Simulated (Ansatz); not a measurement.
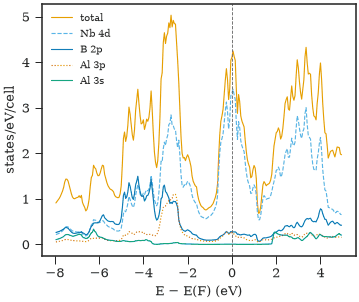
Fig. 1. Total and projected density of states of Nb2AlB2 in space group Cmmm (No. 65; Al on 2a, Nb on 4j, B on 4i), plane-wave PAW PBE (Ansatz code)

### Question
Which orbitals carry the states next to the Fermi level?

### Answer
Within 0.5 eV of the Fermi level: Nb 4d 81 %, B 2p 7 %, Al 3p 6 %. Projections are on Löwdin-orthogonalised atomic valence shells; empty p or d shells of many metals are not among them.

### Question
Where is the tallest occupied peak in this window, and what makes it?

### Answer
Near -2.8 eV, about 5.0 states/eV per cell; the largest projected share is Nb 4d.

The start of the workflow was typed in or built on a structure type; neither database checked (COD, Materials Project) lists it. Whether it is the stable phase at ambient conditions was not checked. Symmetry was held in the PBE relaxation; its stability against distortions is not shown here. The run is not spin-polarised. Spin–orbit coupling is left out wherever it is not named.

Potentials: the later of the program's two PAW sets.
